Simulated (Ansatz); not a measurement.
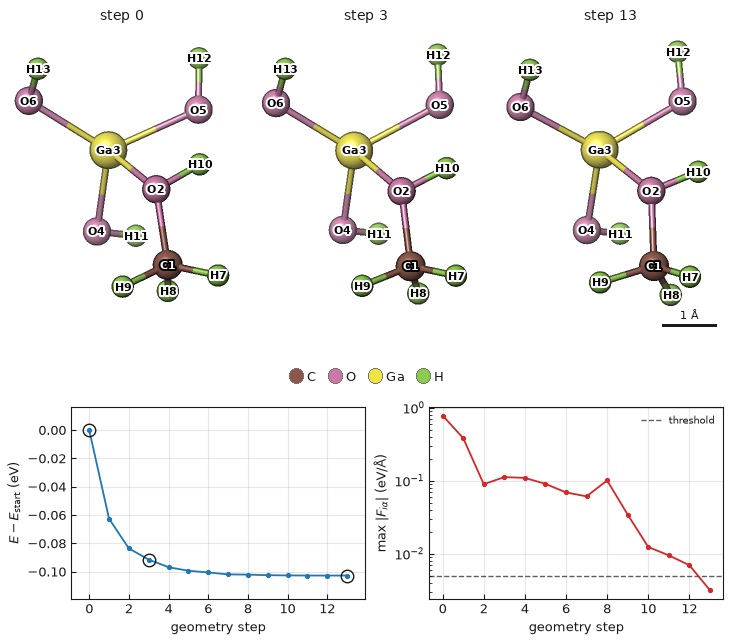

Frames of a relaxation of CH₇GaO₄, marked on the history of the run. The picture is a ball-and-stick view, seen from a free direction.

The start comes from PBE-D4/def2-SVP.

Theory: RKS PBE0-D4/def2-TZVP (Ansatz 0.2.0).

Input
```yaml
crystal:
  periodic: [false, false, false]
  atoms:
    - {symbol: C, position_ang: [1.010061, -1.598294, 0.448218]}
    - {symbol: O, position_ang: [1.038249, -0.172252, 0.256023]}
    - {symbol: Ga, position_ang: [-0.813324, 0.856429, 0.034545]}
    - {symbol: O, position_ang: [-2.006314, -0.505986, 0.113556]}
    - {symbol: O, position_ang: [-0.061586, 1.127384, -1.642257]}
    - {symbol: O, position_ang: [-0.930319, 2.135339, 1.302106]}
    - {symbol: H, position_ang: [1.870198, -2.072530, -0.064981]}
    - {symbol: H, position_ang: [0.048348, -2.022948, 0.094204]}
    - {symbol: H, position_ang: [1.095683, -1.782995, 1.535074]}
    - {symbol: H, position_ang: [1.166589, 0.067513, -0.704476]}
    - {symbol: H, position_ang: [-2.268618, -0.754398, -0.791624]}
    - {symbol: H, position_ang: [-0.033497, 2.055365, -1.934713]}
    - {symbol: H, position_ang: [-0.095170, 2.632572, 1.369225]}
basis:
  gaussian: {orbitals: def2-TZVP}
hamiltonian: {xc: pbe0, dispersion: d4}
relax: {f_tol: 0.005, max_steps: 150}
```

Launched with:
```bash
ansatz run in.yaml --threads 4 --pin off --events-out ev --progress --plain --max-ram 11315MiB
```

Question: Describe the path.

Answer: H7 moves most after the best rigid fit: 0.44 Å. By element the largest moves are H 0.44 Å, O 0.23 Å, Ga 0.06 Å, C 0.05 Å. Among the contacts that change: O2–Ga3 2.130 → 2.089 Å, Ga3–O5 1.857 → 1.821 Å, O2–H10 0.998 → 0.968 Å, Ga3–O4 1.813 → 1.795 Å. Bond angles that change, for instance: Ga3–O2–H10 84.0° → 97.3°, O2–Ga3–O5 79.2° → 85.2°, C1–O2–Ga3 118.4° → 121.3°. Over 13 geometry steps the energy falls by 0.103 eV. Largest force component: 0.78 eV/Å at the start, 0.0032 eV/Å at the end. From step 0 to 3: H atoms move most (0.18 Å), energy −0.091 eV. From step 3 to 13: H7 moves most (0.26 Å), energy −0.011 eV.

```
step  E − E(0), eV  largest force component, eV/Å
   0        0.0000                         0.7808
   1       -0.0626                         0.3831
   2       -0.0836                         0.0896
   3       -0.0914                         0.1121
   4       -0.0968                         0.1093
   5       -0.0993                         0.0906
   6       -0.1005                         0.0691
   7       -0.1019                         0.0610
   8       -0.1020                         0.1009
   9       -0.1024                         0.0344
  10       -0.1026                         0.0124
  11       -0.1027                         0.0095
  12       -0.1027                         0.0070
  13       -0.1027                         0.0032
```
